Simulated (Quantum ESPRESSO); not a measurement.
# Magnetic state of MnI2 from several starts

A self-consistent run ends on one state, which hangs on the start. Several orders of MnI2 are started in Quantum ESPRESSO and their energies compared.

Method: LDA with U = 5 eV on Mn d (ortho-atomic projectors); plane waves with GBRV 1.5 LDA potentials, no spin-orbit coupling, in Quantum ESPRESSO 7.5.

The database entry behind the starting cell has ideal inner coordinates that were not refined, so it need not match the best structure at ambient conditions.

## Step 1: The structure

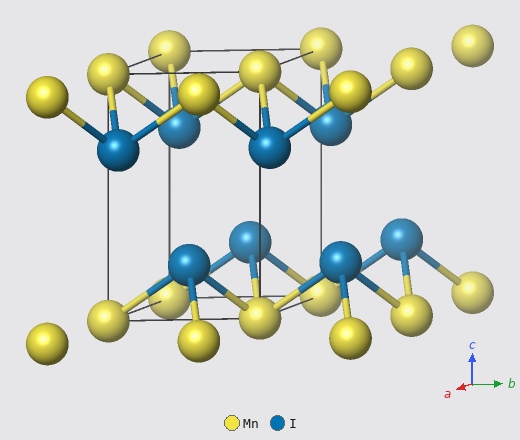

The cell as given, slightly off an axis (manganese yellow, iodine blue). 2×2×1 cells are drawn. Bonds to atoms that aren't drawn are left out. Some periodic images of atoms are drawn too.

The cell comes from the Crystallography Open Database.

## Step 2: Run 1 (ferro +)

The signs are those of the starting moments on the seeded atoms, the atoms that are given a moment.

pw.in reads:

```
&CONTROL
  calculation = 'scf'
  prefix = 'pwscf'
  outdir = './tmp'
  pseudo_dir = './pseudo'
  disk_io = 'nowf'
/
&SYSTEM
  ibrav = 0
  nat = 3
  ntyp = 2
  ecutwfc = 40
  ecutrho = 280
  nbnd = 24
  occupations = 'smearing'
  smearing = 'fd'
  degauss = 0.00367493
  nspin = 2
  starting_magnetization(1) = 0.3
  starting_magnetization(2) = 0
/
&ELECTRONS
  conv_thr = 6d-09
  electron_maxstep = 150
  mixing_beta = 0.3
/
ATOMIC_SPECIES
Mn     54.9380 mn_lda_v1.5.uspp.F.UPF
I     126.9045 i_lda_v1.uspp.F.UPF
CELL_PARAMETERS angstrom
   4.1600000000    0.0000000000    0.0000000000
  -2.0800000000    3.6026656797    0.0000000000
   0.0000000000    0.0000000000    6.8200000000
ATOMIC_POSITIONS crystal
Mn      0.0000000000    0.0000000000    0.0000000000
I       0.3333333333    0.6666666667    0.2500000000
I       0.6666666667    0.3333333333    0.7500000000
K_POINTS automatic
6 6 6 0 0 0
HUBBARD {ortho-atomic}
U Mn-3d 5.0000
```

On the command line:

```bash
OMP_NUM_THREADS=1 mpirun -n 2 pw.x -nk 2 -in pw.in > pw.out
```

Log:

```text
Program PWSCF v.7.5 starts

     Message from routine setup:
     using ibrav=0 with symmetry is DISCOURAGED, use correct ibrav instead

     K-points division:     npool     =       2
     Subspace diagonalization in iterative solution of the eigenvalue problem:

     G-vector sticks info
     --------------------
     sticks:   dense  smooth     PW     G-vecs:    dense   smooth      PW
     Sum        1189     673    199                54465    23619    3863

     Using Slab Decomposition

     bravais-lattice index     =            0
     lattice parameter (alat)  =       7.8613  a.u.
     unit-cell volume          =     689.7604 (a.u.)^3
     number of atoms/cell      =            3
     number of atomic types    =            2
     number of electrons       =        29.00
     number of Kohn-Sham states=           24
     kinetic-energy cutoff     =      40.0000  Ry
     charge density cutoff     =     280.0000  Ry
     scf convergence threshold =      6.0E-09
     mixing beta               =       0.3000
     number of iterations used =            8  plain     mixing
     Exchange-correlation= SLA  PZ   NOGX NOGC
                           (   1   1   0   0   0   0   0)
     Hubbard projectors: ortho-atomic
     Hubbard parameters of DFT+U (Dudarev formulation) in eV:
     U(Mn-3d) =  5.0000

     Internal variables: lda_plus_u =T, lda_plus_u_kind = 0

     Internal variables: orbital_resolved =F, hub_pot_fix =F, apply_U = F

     celldm(1)=   7.861261  celldm(2)=   0.000000  celldm(3)=   0.000000
     celldm(4)=   0.000000  celldm(5)=   0.000000  celldm(6)=   0.000000

     crystal axes: (cart. coord. in units of alat)
               a(1) = (   1.000000   0.000000   0.000000 )
               a(2) = (  -0.500000   0.866025   0.000000 )
               a(3) = (   0.000000   0.000000   1.639423 )

     reciprocal axes: (cart. coord. in units 2 pi/alat)
               b(1) = (  1.000000  0.577350 -0.000000 )
               b(2) = (  0.000000  1.154701  0.000000 )
               b(3) = (  0.000000 -0.000000  0.609971 )

     PseudoPot. # 1 for Mn read from file:
     mn_lda_v1.5.uspp.F.UPF
     Pseudo is Ultrasoft + core correction, Zval = 15.0
     Generated by new atomic code, or converted to UPF format
     Using radial grid of  859 points,  6 beta functions with:
                l(1) =   0
                l(2) =   0
                l(3) =   1
                l(4) =   1
                l(5) =   2
                l(6) =   2
     Q(r) pseudized with  8 coefficients,  rinner =    0.950   0.950   0.950
                                                       0.950   0.950

     PseudoPot. # 2 for I  read from file:
     i_lda_v1.uspp.F.UPF
     Pseudo is Ultrasoft + core correction, Zval =  7.0
     Generated by new atomic code, or converted to UPF format
     Using radial grid of  893 points,  6 beta functions with:
                l(1) =   0
                l(2) =   0
                l(3) =   1
                l(4) =   1
                l(5) =   2
                l(6) =   2
     Q(r) pseudized with  8 coefficients,  rinner =    1.500   1.500   1.500
                                                       1.500   1.500

     atomic species   valence    mass     pseudopotential
     Mn               15.00    54.93800     Mn( 1.00)
     I                 7.00   126.90450     I ( 1.00)

     Starting magnetic structure
     atomic species   magnetization
     Mn              0.300
     I               0.000

     12 Sym. Ops., with inversion, found

   Cartesian axes

     site n.     atom                  positions (alat units)
         1        Mn     tau(   1) = (   0.0000000   0.0000000   0.0000000  )
         2        I      tau(   2) = (  -0.0000000   0.5773503   0.4098558  )
         3        I      tau(   3) = (   0.5000000   0.2886751   1.2295673  )

     number of k points=    34  Fermi-Dirac smearing, width (Ry)=  0.0037
                       cart. coord. in units 2pi/alat
        k(    1) = (   0.0000000   0.0000000   0.0000000), wk =   0.0046296
        k(    2) = (   0.0000000   0.0000000   0.1016618), wk =   0.0092593
        k(    3) = (   0.0000000   0.0000000   0.2033236), wk =   0.0092593
        k(    4) = (   0.0000000   0.0000000  -0.3049853), wk =   0.0046296
        k(    5) = (   0.0000000   0.1924501   0.0000000), wk =   0.0277778
        [... 29 further k-points ...]

     Dense  grid:    54465 G-vectors     FFT dimensions: (  45,  45,  72)

     Smooth grid:    23619 G-vectors     FFT dimensions: (  32,  32,  54)

     Check: negative core charge=   -0.000014
     Generating pointlists ...
     new r_m :   0.2921 (alat units)  2.2960 (a.u.) for type    1
     new r_m :   0.2921 (alat units)  2.2960 (a.u.) for type    2

     Initial potential from superposition of free atoms

     starting charge      28.4997, renormalised to      29.0000

     STARTING HUBBARD OCCUPATIONS:

     =================== HUBBARD OCCUPATIONS ===================
     ------------------------ ATOM    1 ------------------------
     Tr[ns(  1)] (up, down, total) =   5.00000  0.00000  5.00000
     Atomic magnetic moment for atom   1 =   5.00000
     [... lines left out ...]
     Number of occupied Hubbard levels =    5.0000

     Atomic wfc used for Hubbard projectors are orthogonalized

     Starting wfcs are   21 randomized atomic wfcs +    3 random wfcs

     Self-consistent Calculation

     iteration #  1     ecut=    40.00 Ry     beta= 0.30
     Davidson diagonalization with overlap
     ethr =  1.00E-02,  avg # of iterations =  5.2

     =================== HUBBARD OCCUPATIONS ===================
     ------------------------ ATOM    1 ------------------------
     Tr[ns(  1)] (up, down, total) =   4.96511  0.13784  5.10295
     Atomic magnetic moment for atom   1 =   4.82727
     [... lines left out ...]
     Number of occupied Hubbard levels =    5.1030

     Threshold (ethr) on eigenvalues was too large:
     Diagonalizing with lowered threshold

     Davidson diagonalization with overlap
     ethr =  6.40E-04,  avg # of iterations =  1.5

     total energy              =    -340.51820244 Ry
     estimated scf accuracy    <       0.20292172 Ry

     total magnetization       =     5.00 Bohr mag/cell
     absolute magnetization    =     5.00 Bohr mag/cell

     iteration #  2     ecut=    40.00 Ry     beta= 0.30
     Davidson diagonalization with overlap
     ethr =  7.00E-04,  avg # of iterations =  2.0

     total energy              =    -340.54901103 Ry
     estimated scf accuracy    <       0.02425354 Ry

     total magnetization       =     5.00 Bohr mag/cell
     absolute magnetization    =     5.00 Bohr mag/cell

     iteration #  3     ecut=    40.00 Ry     beta= 0.30
     Davidson diagonalization with overlap
     ethr =  8.36E-05,  avg # of iterations =  3.0

     negative rho (up, down):  0.000E+00 4.650E-06

     total energy              =    -340.55344324 Ry
     estimated scf accuracy    <       0.00782370 Ry

     total magnetization       =     5.00 Bohr mag/cell
     absolute magnetization    =     5.00 Bohr mag/cell

     [... further iterations left out ...]

     iteration #  7     ecut=    40.00 Ry     beta= 0.30
     Davidson diagonalization with overlap
     ethr =  1.64E-07,  avg # of iterations =  2.3

     negative rho (up, down):  0.000E+00 4.932E-04

     total energy              =    -340.55488831 Ry
     estimated scf accuracy    <       0.00000090 Ry

     total magnetization       =     5.00 Bohr mag/cell
     absolute magnetization    =     5.00 Bohr mag/cell

     iteration #  8     ecut=    40.00 Ry     beta= 0.30
     Davidson diagonalization with overlap
     ethr =  3.10E-09,  avg # of iterations =  3.1

     negative rho (up, down):  0.000E+00 4.932E-04

     total energy              =    -340.55488874 Ry
     estimated scf accuracy    <       0.00000011 Ry

     total magnetization       =     5.00 Bohr mag/cell
     absolute magnetization    =     5.00 Bohr mag/cell

     iteration #  9     ecut=    40.00 Ry     beta= 0.30
     Davidson diagonalization with overlap
     ethr =  3.95E-10,  avg # of iterations =  2.8

     negative rho (up, down):  0.000E+00 4.931E-04

     total energy              =    -340.55488873 Ry
     estimated scf accuracy    <       0.00000027 Ry

     total magnetization       =     5.00 Bohr mag/cell
     absolute magnetization    =     5.00 Bohr mag/cell

     iteration # 10     ecut=    40.00 Ry     beta= 0.30
     Davidson diagonalization with overlap
     ethr =  3.95E-10,  avg # of iterations =  2.5

     negative rho (up, down):  0.000E+00 4.928E-04

     Magnetic moment per site  (integrated on atomic sphere of radius R)
     atom   1 (R=0.292)  charge= 13.5403  magn=  4.6550
     atom   2 (R=0.292)  charge=  4.7303  magn=  0.0394
     atom   3 (R=0.292)  charge=  4.7303  magn=  0.0394

     End of self-consistent calculation

     =================== HUBBARD OCCUPATIONS ===================
     ------------------------ ATOM    1 ------------------------
     Tr[ns(  1)] (up, down, total) =   4.99175  0.23150  5.22324
     Atomic magnetic moment for atom   1 =   4.76025
     [... lines left out ...]
     Number of occupied Hubbard levels =    5.2232

     [... lines left out ...]
     the Fermi energy is     5.3030 ev

!    total energy              =    -340.55488877 Ry
     estimated scf accuracy    <          5.7E-09 Ry
     smearing contrib. (-TS)   =      -0.00000000 Ry
     internal energy E=F+TS    =    -340.55488877 Ry

     The total energy is F=E-TS. E is the sum of the following terms:
     one-electron contribution =    -204.61961912 Ry
     hartree contribution      =     110.04522873 Ry
     xc contribution           =    -121.18592239 Ry
     ewald contribution        =    -124.83529634 Ry
     Hubbard energy            =       0.04072034 Ry

     total magnetization       =     5.00 Bohr mag/cell
     absolute magnetization    =     5.00 Bohr mag/cell

     convergence has been achieved in  10 iterations

=------------------------------------------------------------------------------=
   JOB DONE.
=------------------------------------------------------------------------------=
```

Elapsed: 35 s, on 2 MPI ranks of Arm Neoverse V2, shared host; peak memory 0.41 GiB.

Spin moment in the atom's sphere by atom:

```tsv
atom	spin moment in the atom's sphere (μB)
Mn1	4.66
I2	0.04
I3	0.04
```

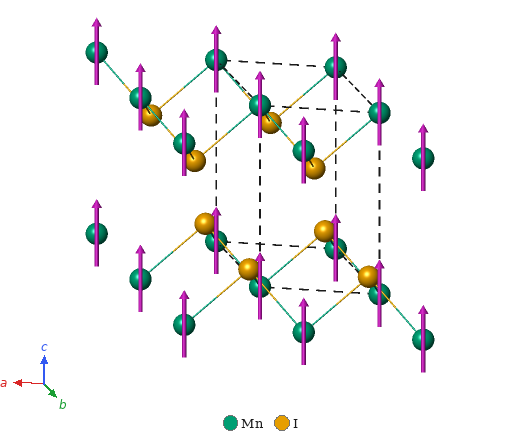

Spin moment in the atom's sphere as arrows, the longest 4.66 μB. Up and down stand for the sign. Arrows give size and sign along the axis of quantisation, drawn up and down the page. Bonds to atoms that aren't drawn are left out. 2×2×1 cells are drawn. Some periodic images of atoms are drawn too.

Read from the output:

| Item | Value |
| --- | --- |
| smearing term TS | 4.98e-11 eV |
| magnetization | 5 μB |
| absolute magnetization | 5 μB |
| final state | ferromagnetic |

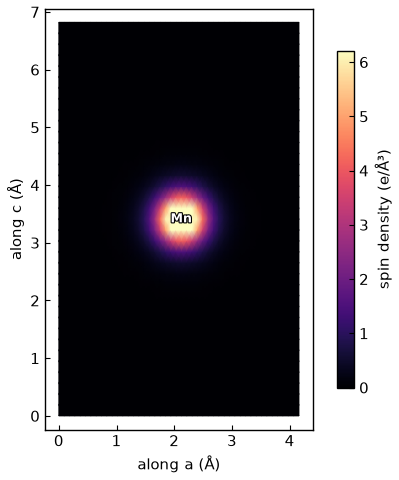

Spin density in the ac plane at fractional y = 0.000, with atoms of Mn within 0.2 Å of it. The map starts off the cell's origin, so that atoms lie inside it.

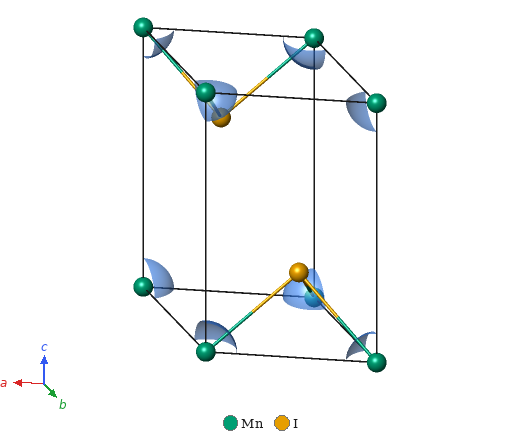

Surface of spin density = 0.55 e/Å³, which holds about 70 % of the integral of its size. Bonds to atoms that aren't drawn are left out.

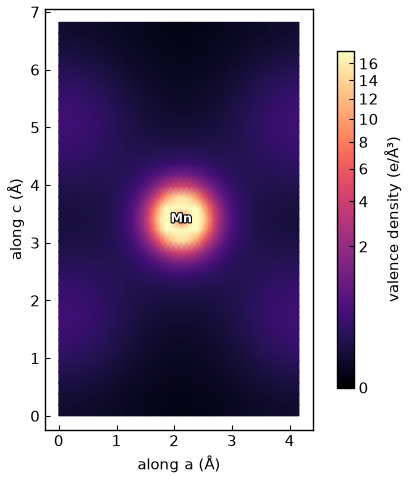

Valence density in the ac plane at fractional y = 0.000, with atoms of Mn within 0.2 Å of it. It is the smooth field of the valence electrons, not physical close to the nuclei. The map starts off the cell's origin, so that atoms lie inside it. The colour scale is stretched toward low values.

(Continued in part 2 of 3.)

[Logs and program files are shortened in this print: banners, set-up blocks, solver, clock and traceback lines can be left out without a mark of their own.]

[Logs are printed without paths, hosts, clocks, repeated set-up lines and the standing remarks that a program may print on its own settings, such as how far it seeks lower states.]

[Hosts, paths, dates, database ids (printed as entryN), source tags and the programs' standing remarks are cut or masked in the printed files.]

[Where a cell is said to come from a database of computed structures, the database is the Materials Project.]
